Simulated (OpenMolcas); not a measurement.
**Mo³⁺ complex: multiconfigurational calculation (part 2 of 2)**

The same run, continued: Mo³⁺ with 6 ligands (Br; octahedron, 2.658 Å), embedded in Cs2NaYBr6 by model potentials and point charges, whose field is part of the energies. Method: state-averaged CASSCF, active space 3 electrons in the shell 4d, basis ANO-RCC-VTZP on the metal and ANO-RCC-VDZP on the ligands, DKH2 scalar Hamiltonian, spin-orbit coupling by RASSI with atomic mean-field integrals (OpenMolcas).

**Log (extracts), continued**
```
--- RASSI ---
SPIN-FREE ENERGIES:
  (Shifted by EMIN (a.u.) =     -19672.7340156235)

 SF State       Relative EMIN(au)   Rel lowest level(eV)    D:o, cm**(-1)

     1             0.0000000000        0.0000000000              0.0000
    11             0.0615059884        1.6736632068          13499.0041
    12             0.0615059884        1.6736632068          13499.0041
    13             0.0641998830        1.7469678141          14090.2457
    14             0.0641998830        1.7469678141          14090.2457
    15             0.0641998837        1.7469678325          14090.2458
     2             0.0726748487        1.9775833779          15950.2856
     3             0.0726748487        1.9775833779          15950.2856
     4             0.0726748487        1.9775833779          15950.2856
    16             0.0921532854        2.5076186428          20225.3083
    17             0.0921532854        2.5076186428          20225.3083
    18             0.0921532854        2.5076186428          20225.3083
     5             0.1020948562        2.7781425654          22407.2309
     6             0.1020948562        2.7781425654          22407.2309
     7             0.1020948562        2.7781425654          22407.2309
    19             0.1222887229        3.3276456730          26839.2724
    20             0.1278969646        3.4802537029          28070.1392
    21             0.1278969646        3.4802537029          28070.1392
    22             0.1278969651        3.4802537169          28070.1393
    23             0.1325020279        3.6055638596          29080.8337
    24             0.1325020279        3.6055638596          29080.8337
    25             0.1325020279        3.6055638596          29080.8337
    26             0.1400102744        3.8098736544          30728.7034
    27             0.1400102749        3.8098736686          30728.7035
    28             0.1498049787        4.0764011360          32878.3925
    29             0.1498049793        4.0764011533          32878.3926
    30             0.1498049803        4.0764011802          32878.3928
    10             0.1614663998        4.3937245720          35437.7786
     9             0.1614663998        4.3937245720          35437.7786
     8             0.1614663998        4.3937245720          35437.7786
    31             0.1732159769        4.7134468504          38016.5127
    32             0.1732159775        4.7134468676          38016.5128
    33             0.1732159781        4.7134468848          38016.5129
    34             0.1795972485        4.8870900975          39417.0399
    35             0.2007331241        5.4622265713          44055.8284
    36             0.2007331241        5.4622265713          44055.8284
    37             0.2007331241        5.4622265713          44055.8284
    38             0.2055759812        5.5940074268          45118.7127
    39             0.2055759812        5.5940074268          45118.7127
    40             0.2055759812        5.5940074268          45118.7127
Eigenvalues of complex Hamiltonian:
   -----------------------------------
  (Shifted by EMIN (a.u.) =     -19672.7340156235)

 SO State       Relative EMIN(au)   Rel lowest level(eV)    D:o, cm**(-1)

     1            -0.0003486944        0.0000000000              0.0000
     2            -0.0003486944        0.0000000000              0.0000
     3            -0.0003486944        0.0000000000              0.0000
     4            -0.0003486944        0.0000000000              0.0000
     5             0.0604610657        1.6547178699          13346.1997
     6             0.0604610657        1.6547178699          13346.1997
     7             0.0604610657        1.6547178695          13346.1997
     8             0.0604610657        1.6547178695          13346.1997
     9             0.0632361055        1.7302305510          13955.2505
    10             0.0632361055        1.7302305510          13955.2505
    11             0.0632361061        1.7302305667          13955.2507
    12             0.0632361061        1.7302305667          13955.2507
    13             0.0641124825        1.7540779833          14147.5930
    14             0.0641124825        1.7540779833          14147.5930
    15             0.0710245736        1.9421655627          15664.6217
    16             0.0710245736        1.9421655627          15664.6217
    17             0.0718552427        1.9647692210          15846.9325
    18             0.0718552427        1.9647692210          15846.9325
    19             0.0718552427        1.9647692212          15846.9325
    20             0.0718552427        1.9647692212          15846.9325
    21             0.0737122740        2.0153016170          16254.5037
    22             0.0737122740        2.0153016170          16254.5037
    23             0.0737718182        2.0169218972          16267.5722
    24             0.0737718182        2.0169218972          16267.5722
    25             0.0737718181        2.0169218964          16267.5722
    26             0.0737718181        2.0169218964          16267.5722
    27             0.0919519519        2.5116285384          20257.6503
    28             0.0919519519        2.5116285384          20257.6503
    29             0.0919519521        2.5116285426          20257.6504
    30             0.0919519521        2.5116285426          20257.6504
    31             0.0921464071        2.5169199333          20300.3283
    32             0.0921464071        2.5169199333          20300.3283
    33             0.1019181741        2.7828232590          22444.9833
    34             0.1019181741        2.7828232590          22444.9833
    35             0.1023631930        2.7949328415          22542.6536
    36             0.1023631930        2.7949328415          22542.6536
    37             0.1023631930        2.7949328420          22542.6536
    38             0.1023631930        2.7949328420          22542.6536
    39             0.1024412043        2.7970556374          22559.7751
    40             0.1024412043        2.7970556374          22559.7751
    41             0.1024412043        2.7970556369          22559.7751
Weights of the five most important spin-orbit-free states for each spin-orbit state.

 SO State  Total energy (au)           Spin-free states, spin, and weights
 -------------------------------------------------------------------------------------------------------
    1        -0.000349       1 1.5  0.9958    2 1.5  0.0011   18 0.5  0.0008   16 0.5  0.0008    3 1.5  0.0006
    2        -0.000349       1 1.5  0.9958   17 0.5  0.0008    3 1.5  0.0008    4 1.5  0.0007   18 0.5  0.0006
    3        -0.000349       1 1.5  0.9958   17 0.5  0.0010    3 1.5  0.0009    4 1.5  0.0009   18 0.5  0.0004
    4        -0.000349       1 1.5  0.9958    2 1.5  0.0009   16 0.5  0.0009    4 1.5  0.0008   18 0.5  0.0005
    5         0.060461      12 0.5  0.7843   11 0.5  0.1527    4 1.5  0.0331    3 1.5  0.0196   18 0.5  0.0034
    6         0.060461      12 0.5  0.7843   11 0.5  0.1527    4 1.5  0.0331    3 1.5  0.0196   18 0.5  0.0034
    7         0.060461      11 0.5  0.7843   12 0.5  0.1527    2 1.5  0.0343    3 1.5  0.0173    4 1.5  0.0037
    8         0.060461      11 0.5  0.7843   12 0.5  0.1527    2 1.5  0.0343    3 1.5  0.0173    4 1.5  0.0037
    9         0.063236      13 0.5  0.5203   14 0.5  0.4488   18 0.5  0.0078    4 1.5  0.0046    2 1.5  0.0032
   10         0.063236      13 0.5  0.5203   14 0.5  0.4488   18 0.5  0.0078    4 1.5  0.0046    2 1.5  0.0032
   11         0.063236      15 0.5  0.6452   14 0.5  0.1991   13 0.5  0.1275   16 0.5  0.0063   17 0.5  0.0055
   12         0.063236      15 0.5  0.6452   14 0.5  0.1991   13 0.5  0.1275   16 0.5  0.0063   17 0.5  0.0055
```

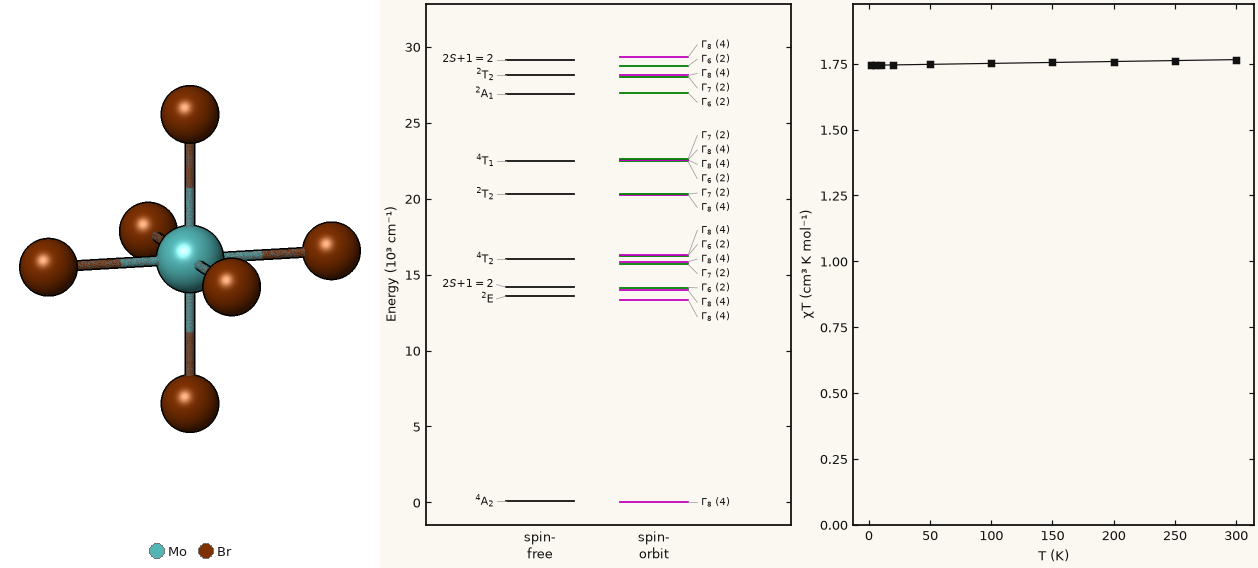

*Mo³⁺ (4d³) as a dopant in Cs₂NaYBr₆, a cluster with its 6 nearest Br⁻ at 2.658 Å (octahedron) embedded in model potentials and point charges; the geometry was set, not optimised, and its levels and susceptibility. Labels give the representation in O, Td, D4 or D3 as the site allows (double group for half-integer spin) where it could be assigned and, in brackets, the degeneracy; spin-free states, where drawn, share the zero of the spin-orbit levels. Powder susceptibility by Van Vleck's formula.*

The ground level is Γ₈, 4-fold degenerate, 100 % from states of spin multiplicity 4. The next level lies at 13,300 cm⁻¹ (Γ₈). The lowest spin-free state is ⁴A₂; of the same spin there follow at 16,000 cm⁻¹ (⁴T₂) and 22,400 cm⁻¹ (⁴T₁) above it. χT is 1.74 cm³ K mol⁻¹ at 2 K and 1.77 at 300 K, an effective moment of 3.76 μB. The active orbitals hold 79 to 93 % metal character (Löwdin), and the Mulliken charge of the metal is +1.05.

**Summary**

- outcome: converged
- energy of the lowest spin-free term: −19672.73402 hartree
- energy of the lowest spin-orbit level: −19672.73436 hartree
- largest spread among components of a term: 0.0 cm⁻¹
- wall time: 2.4 min
- peak memory: 0.4 GiB

**Notes**

Without dynamic correlation the splittings between terms come out too large, often by 20 to 50 %. Caveats: covalent bonds, ligand orbitals missing from the active space; the geometry is set by hand, with no relaxation.
